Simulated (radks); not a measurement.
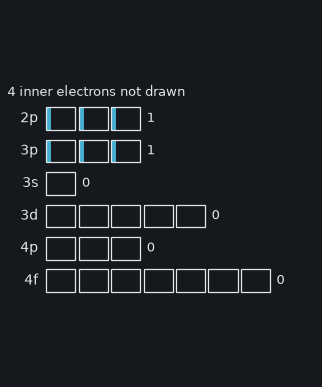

*The outer shells as the input fills them: a box for each of the 2l + 1 orbitals, shaded by the share of the shell that is filled, with the electron count at the right.*

**Run report: N⁺, atomic calculation**

System: N⁺ (Z = 7, 6 electrons) in the configuration [He] 2s2 2p1 3p1 (high spin).
Method: scalar-relativistic Kohn-Sham, MS2 meta-GGA, spin-polarised, spherical densities, finite nucleus (the in-house radial solver radks).

### The program's output
```
1s      1   1.0000         -15.42570860
2s      1   1.0000          -1.61754805
2p      1   1.0000          -1.14436153
3p      1   1.0000          -0.25255150
3s      1   0.0000          -0.33503450
3d      1   0.0000          -0.15892066
4p      1   0.0000          -0.08513854
4f      1   0.0000          -0.04918184
1s      2   1.0000         -15.38898043
2s      2   1.0000          -1.50604226
2p      2   0.0000          -1.05228996
3p      2   0.0000          -0.17544940
3s      2   0.0000          -0.26724095
3d      2   0.0000          -0.08854845
4p      2   0.0000          -0.06021451
4f      2   0.0000          -0.03111848
Etot -53.312121445763154
Ekin 53.24631479782374
Encl -120.48337623862555
Eh 19.86977370997281
Exc -5.9448337149341555
err 2.682926589872289e-07
it 26
```

### Slater integrals of the outer shells (hartree)

```csv
integral,value
"F0(3p,3p)",0.2121
"F2(3p,3p)",0.1125
"F0(3p,2p)",0.2804
"F2(3p,2p)",0.0497
"G0(3p,2p)",0.0191
"G2(3p,2p)",0.0192
"F0(3p,2s)",0.2791
"G1(3p,2s)",0.0161
```

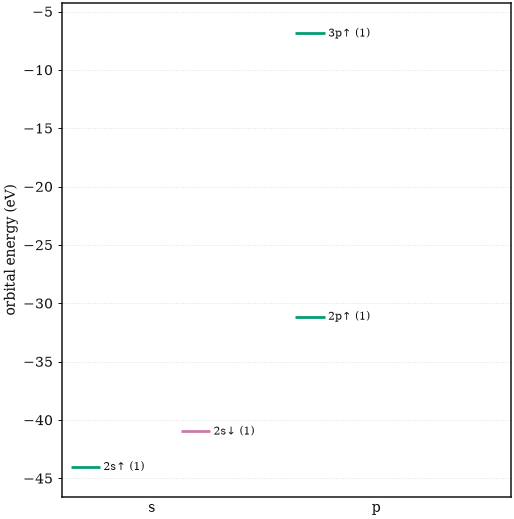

*The outer levels are drawn by angular momentum (occupations in brackets, up spins at the left of each column and down spins at the right).*

The highest occupied level is 3p up at −6.87 eV. From the top down the occupied levels run 3p up (−6.87 eV), 2p up (−31.1 eV), 2s down (−41.0 eV), 2s up (−44.0 eV). The largest exchange splitting (down less up) among the shells drawn in both spins is that of 2s, 3.03 eV.

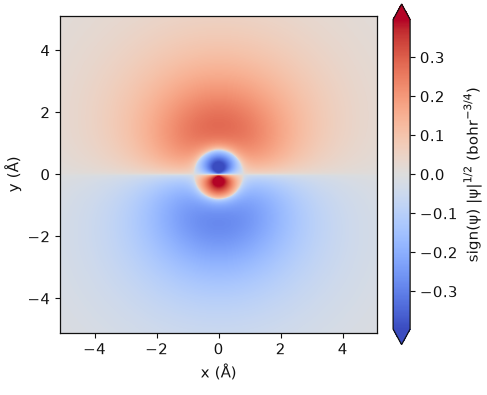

*The 3p(y) orbital of up spin. In the xy plane through the nucleus, the colour gives the signed square root of ψ. (1 bohr = 0.529 Å.) The radial function comes from the spherical calculation and is multiplied by a real spherical harmonic; the overall sign is chosen so that the largest lobe of P(r) is positive; at the scalar-relativistic level it is the large component.*

It has the nodal plane xz and 1 radial node, at r = 1.51 bohr. The outermost maximum of P² lies at 3.79 bohr, ⟨r⟩ = 4.24 bohr, 90 % of the charge lies within 6.24 bohr, and the eigenvalue is −6.87 eV, with 1 electron in the shell for this spin.

### Input file
```
Z 7
configuration [He] 2s2 2p1 3p1 3s0 3d0 4p0 4f0
relativity scalar-relativistic
functional ms2,regtpss
spin polarised
nucleus finite rms 2.5582 fm
c 137.035999084
```

Energies in input and log are in hartree, lengths in bohr (the nuclear radius in fm).

### Key numbers

| quantity | value |
| --- | --- |
| outcome | converged |
| total energy | −53.312121 hartree |
| kinetic energy | 53.246315 hartree |
| electron–nucleus energy | −120.483376 hartree |
| Hartree energy | 19.869774 hartree |
| exchange–correlation energy | −5.944834 hartree |
| radius at density 0.001 e/bohr³ | 4.52 bohr |
| SCF iterations | 26 |
| hardware | 1 CPU thread, shared host |
